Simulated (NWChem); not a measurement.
# AlNH2F (SMILES [NH2][Al][F]) at UPBE0-D2/6-31++G(d,p) (Cartesian functions)

What is the energy difference between two shapes of AlNH2F at UPBE0-D2/6-31++G** (Cartesian functions)? 

Program for the calculation: NWChem 7.3.0.

1 further run of the same task is left out (it didn't finish).

### 1 Starting point

AlNH2F has 5 atoms, charge 0, and is taken as a doublet. SMILES: `[NH2][Al][F]`. The coordinates come from a PBE0-D4/def2-TZVP relaxation. This is one conformer, not always the lowest.

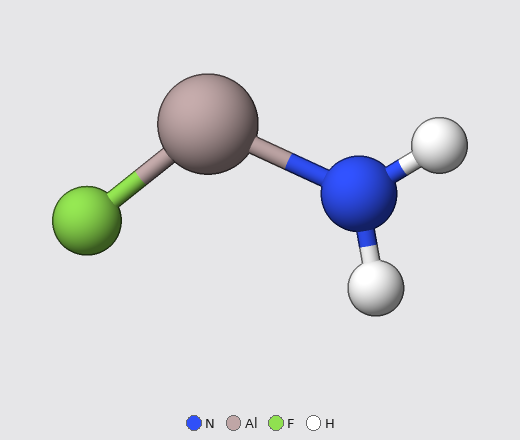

The structure, seen from a chosen angle (nitrogen blue, aluminium light grey, fluorine green, hydrogen white).

### 2 The energy at UPBE0-D2/6-31++G(d,p) (Cartesian functions)

File run.py:

```python
from ase import Atoms
from ase.calculators.nwchem import NWChem

atoms = Atoms(['N', 'Al', 'F', 'H', 'H'], positions=[
    [-0.384700, 0.499000, -0.263800],
    [0.632000, -0.282800, 0.949500],
    [1.228700, -1.786800, 0.590000],
    [-0.804300, 1.408300, -0.162700],
    [-0.621700, 0.088600, -1.154400],
])

calc = NWChem(
    label='struct',
    theory='dft',
    memory='2200 mb',
    basis='6-31++G**',
    dft={'xc': 'pbe0', 'mult': '2', 'disp': 'vdw 2', 'grid': 'fine', 'direct': None, 'iterations': '150'},
    task='energy',
)
atoms.calc = calc

print("Total energy (eV):", round(atoms.get_potential_energy(), 6))
```

On the command line:

```bash
$ export ASE_NWCHEM_COMMAND="nwchem PREFIX.nwi > PREFIX.nwo"
$ python run.py
```

What it wrote:

```text
Total energy (eV): -10830.734431
```

The calculator wrote struct.nwi:

```
title "struct"

permanent_dir struct

scratch_dir struct

start struct

geometry units angstrom nocenter noautosym noautoz
  N  -3.8469999999999999e-01 4.9900000000000000e-01 -2.6379999999999998e-01
  Al 6.3200000000000001e-01 -2.8280000000000000e-01 9.4950000000000001e-01
  F  1.2286999999999999e+00 -1.7867999999999999e+00 5.8999999999999997e-01
  H  -8.0430000000000001e-01 1.4083000000000001e+00 -1.6270000000000001e-01
  H  -6.2170000000000003e-01 8.8599999999999998e-02 -1.1544000000000001e+00
end

memory 2200 mb

basis noprint
   * library 6-31++G**
end

dft
  xc pbe0
  mult 2
  disp vdw 2
  grid fine
  direct
  iterations 150
end

task dft energy
```

struct.nwo:

```text
Northwest Computational Chemistry Package (NWChem) 7.3.0
             --------------------------------------------------------

           Job information
           ---------------

    nwchem branch   = 7.3.0
    use scalapack   = T
    input           = struct.nwi
    prefix          = struct.
    data base       = struct/struct.db
    status          = startup
    nproc           =        1

           Memory information
           ------------------

    heap     =     72089594 doubles =      550.0 Mbytes
    stack    =     72089599 doubles =      550.0 Mbytes
    global   =    144179200 doubles =     1100.0 Mbytes (distinct from heap & stack)
    total    =    288358393 doubles =     2200.0 Mbytes
    verify   = yes
    hardfail = no

           Directory information
           ---------------------

  0 permanent = struct
  0 scratch   = struct

[... 32 lines left out ...]
            Nuclear Dipole moment (a.u.)
[... 74 lines left out ...]
          Convergence on gradient requested:  5.00D-04
[... 26 lines left out ...]
          Convergence aids based upon iterative change in
[... 34 lines left out ...]
 1-e energy   =    -732.629200
[... 30 lines left out ...]
         Total DFT energy =     -398.022152246625
[... 2 lines left out ...]
    Exchange-Corr. energy =      -36.554124528409
[... 522 lines left out ...]
                     DFT Final Beta Molecular Orbital Analysis
[... 544 lines left out ...]
   alpha     71     72     73
    beta     71     72     73
 overlap   1.000  1.000  1.000

     --------------------------
     Expectation value of S2:
     --------------------------
      <S2> =      0.7517 (Exact =     0.7500)

 center of mass
 --------------
 x =   1.02326387 y =  -1.00829959 z =   0.96946904

 moments of inertia (a.u.)
 ------------------
         241.479866728902         116.076417339965         -53.627157339143
         116.076417339965         147.697943383827          44.565713069218
         -53.627157339143          44.565713069218         268.009283801190

     Multipole analysis of the density
     ---------------------------------

     L   x y z        total         alpha         beta         nuclear
     -   - - -        -----         -----         ----         -------
     0   0 0 0     -0.000000    -16.000000    -15.000000     31.000000

     1   1 0 0     -0.436689    -15.278735    -13.797508     28.639553
[... 8 lines of this table left out ...]
     2   0 0 2    -16.379124    -43.898158    -32.115230     59.634263

 Task  times  cpu:        5.3s     wall:        5.3s
 Total times  cpu:        5.4s     wall:        5.4s
```

Wall time 6.3 s (1 thread of AMD EPYC 9B45 (Zen 5), shared host); peak memory 0.11 GiB.

### 3 The distorted shape, same level

File struct.nw:

```
START struct
memory stack 880 mb heap 220 mb global 1100 mb

GEOMETRY noautosym nocenter noautoz
  N    -0.356664    0.519626   -0.302036
  Al    0.584584   -0.444644    1.054409
  F     1.293659   -1.821601    0.602071
  H    -0.838450    1.381045   -0.164303
  H    -0.602090    0.104432   -1.109992
END

BASIS "ao basis" cartesian
  * library 6-31++G**
END

DFT
  xc pbe0
  mult 2
  disp vdw 2
  grid fine
  direct
  maxiter 150
  noprint "final vectors analysis"
END

TASK dft energy
```

On the command line:

```bash
$ nwchem struct.nw > struct.out
```

What it wrote:

```text
[...]
          Wavefunction type:  spin polarized.
          No. of atoms     :     5
          No. of electrons :    31
[...]
          Charge           :     0
          Spin multiplicity:     2
[...]
          AO basis - number of functions:    73
[...]
              XC Information
              --------------
                         PBE0 Method XC Functional
                     Hartree-Fock (Exact) Exchange  0.250
          PerdewBurkeErnzerhof Exchange Functional  0.750
            Perdew 1991 LDA Correlation Functional  1.000 local
           PerdewBurkeErnz. Correlation Functional  1.000 non-local
[...]
 d= 0,ls=0.0,diis     1   -397.9075520911 -4.89D+02  1.24D-02  2.14D-01     0.9
[...]
 d= 0,ls=0.0,diis     8   -398.0093016606 -2.70D-07  3.59D-06  1.33D-07     5.3
[...]
         Total DFT energy =     -398.009301660595
      One electron energy =     -732.736198582619
           Coulomb energy =      280.597129026398
    Exchange-Corr. energy =      -36.562104749352
 Nuclear repulsion energy =       90.693008379147
    Dispersion correction =       -0.001135734168
[...]
      <S2> =      0.7520 (Exact =     0.7500)
[...]
```

It took 6 s on 1 thread of AMD EPYC 9B45 (Zen 5), shared host; peak memory 0.11 GiB.

### 4 Summary of results

Level: UPBE0-D2/6-31++G** (Cartesian functions).

| quantity | value |
| --- | --- |
| first shape: total energy | -398.02215 Eh |
| first shape: dipole moment | 2.32 D |
| first shape: HOMO energy (highest over α and β) | -6.28 eV |
| first shape: LUMO energy (lowest over α and β) | -2.65 eV |
| first shape: dispersion energy | -2.66 kJ/mol |
| first shape: ⟨S²⟩ | 0.752 |
| distorted shape: total energy | -398.00930 Eh |
| distorted shape: dipole moment | 1.82 D |
| distorted shape: dispersion energy | -2.98 kJ/mol |
| distorted shape: ⟨S²⟩ | 0.752 |
| energy change with the atoms displaced | 0.350 eV |

With the atoms displaced the energy rises by 0.35 eV (8.1 kcal/mol). The first shape isn't relaxed at this level, so the change isn't measured from a minimum.
